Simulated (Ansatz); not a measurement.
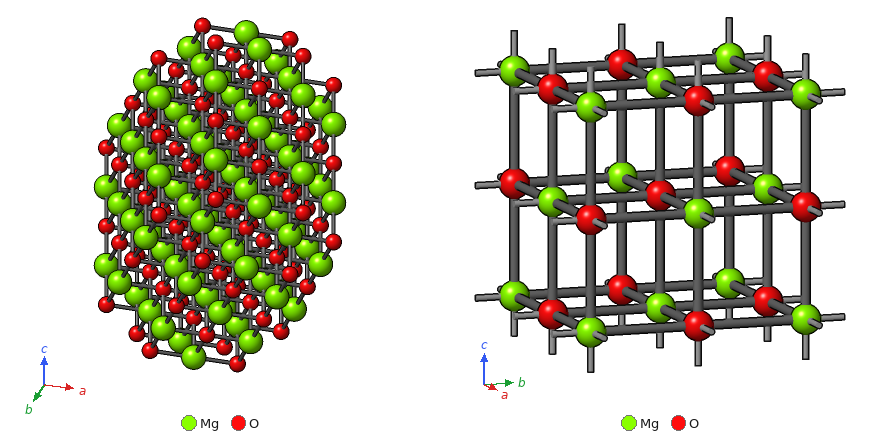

Left: the structure. Right: its underlying net. Nodes are coloured by element. Short stubs are edges that leave the cut-out.

The compound is MgO (space group Fm-3m, No. 225), taken as the input geometry of an electronic-structure calculation (not necessarily at equilibrium).

Bonds are taken as Mg–O below 2.4 Å. Simplification: prune 0- and 1-connected atoms, fold 2-connected ones into links.

The result is a uninodal 6-connected, three-periodic net: Mg and O are 6-connected nodes. It is the pcu net, known from NaCl, ReO3 and the B-X framework of perovskite. It is a single net, without interpenetration.

| node | links | point symbol | coordination sequence |
| --- | --- | --- | --- |
| Mg and O | 6 | 4^12.6^3 | 6 18 38 66 102 146 198 258 326 402 |
